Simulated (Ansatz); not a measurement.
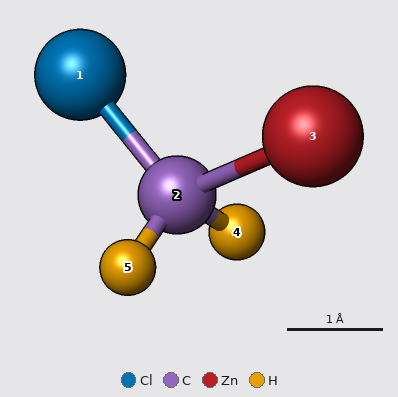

*The structure as given in the input (ball-and-stick view, seen at a tilt; atoms are numbered from 1 in the order of the input). Sticks mark near contacts.*

Bond lengths as drawn: C–Cl 1.70 Å, C–H 1.09 Å and C–Zn 2.07 Å.

**Run report: CH₂ClZn (charge +1), single-point calculation**

- system: CH₂ClZn, charge +1
- method: RHF-CCSD(T), frozen core with 3s3p of Cu, Zn/def2-TZVPP (Ansatz 0.2.0)

The geometry comes from this level: PBE0-D4/def2-TZVP.

## The program's output
```
Functional definition: HF
  name "HF"
  cite "Fock, Z. Phys. 61, 126 (1930) doi:10.1007/BF01340294"
  parent pbe
  exchange = exact_x
  correlation = 0
1045 factors; integrals over basis functions are off by at most 9.4e-4 eV
mean field evaluation 1: about -61930.6909 eV, gradient 3.8e1 eV
mean field evaluation 2: about -61930.8973 eV, gradient 3.8e1 eV
mean field evaluation 4: about -61934.5918 eV, gradient 6.0e0 eV
mean field evaluation 8: about -61934.6631 eV, gradient 9.9e-1 eV
mean field evaluation 16: about -61934.6661 eV, gradient 8.1e-6 eV
mean field -61934.66605502 eV, -2276.0569966974 hartree, gradient 8.1e-6 eV, S^2 0.000000; 0 other end points of the search recorded, 0 dependent functions left out; unrestricted orbitals would lower it
15 core orbitals not correlated: weight in the atoms' cores, before any rotation towards them, 1.000 or more for the frozen orbitals, at most 0.000 for the correlated occupied ones
reference -61934.66605502 eV, -2276.0569966974 hartree; 12, 12 occupied and 138, 138 virtual orbitals, 1045 factors
second order -22.93009359 eV of doubles, -0.00000000 eV of singles
cycle   1  -21.62184023 eV  change     1.3e0 eV  update   1.2e-1
cycle   2  -22.25776306 eV  change   -6.4e-1 eV  update   4.6e-2
cycle   3  -22.41317114 eV  change   -1.6e-1 eV  update   2.4e-2
cycle   4  -22.37585420 eV  change    3.7e-2 eV  update   1.0e-2
cycle   5  -22.36920456 eV  change    6.6e-3 eV  update   5.9e-3
cycle   6  -22.37343041 eV  change   -4.2e-3 eV  update   2.1e-3
cycle   7  -22.37414159 eV  change   -7.1e-4 eV  update   1.1e-3
cycle   8  -22.37299792 eV  change    1.1e-3 eV  update   3.5e-4
cycle   9  -22.37317177 eV  change   -1.7e-4 eV  update   1.5e-4
cycle  10  -22.37328628 eV  change   -1.1e-4 eV  update   4.5e-5
cycle  11  -22.37318189 eV  change    1.0e-4 eV  update   1.8e-5
cycle  12  -22.37321334 eV  change   -3.1e-5 eV  update   7.5e-6
cycle  13  -22.37321072 eV  change    2.6e-6 eV  update   2.9e-6
```

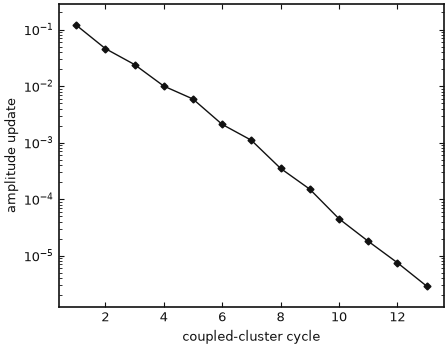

*Convergence of the coupled-cluster equations: amplitude update against the coupled-cluster cycle.*

The residual falls at every step.

```
perturbative correction -0.86704801 eV, -0.0318634267 hartree
Total energy: -61957.90631374 eV, -2276.9110604528 hartree
```

The run was set up as follows.

## Input
```yaml
crystal:
  periodic: [false, false, false]
  atoms:
    - {symbol: Cl, position_ang: [-1.748018, 0.744985, -0.757135]}
    - {symbol: C, position_ang: [-0.760090, -0.303979, 0.149409]}
    - {symbol: Zn, position_ang: [1.259064, 0.039261, -0.142572]}
    - {symbol: H, position_ang: [-0.839406, -1.344358, -0.161902]}
    - {symbol: H, position_ang: [-0.842161, -0.149165, 1.224067]}
basis:
  gaussian: {orbitals: def2-TZVPP}
total_charge: 1
correlation: {method: ccsd_t, frozen_orbitals: {C: 1, Cl: 5, H: 0, Zn: 9}}
```

Command:
```bash
ansatz run in.yaml --threads 2 --pin off --events-out ev --progress --plain --max-ram 4352MiB
```

## Summary

| quantity | value |
| --- | --- |
| outcome | converged |
| total energy | −61957.9063 eV |
| mean-field energy | −61934.6661 eV |
| CCSD correlation | −22.3732 eV |
| (T) correction | −0.8670 eV |
| T1 diagnostic | 0.019 |
| SCF solution under orbital rotations | stable within restricted orbitals |
| hardware | 2 threads of Arm Neoverse V1, 23 GiB of memory available, shared host |
| wall time | 17 s (CPU time 33 s) |
| peak memory | 0.88 GiB |
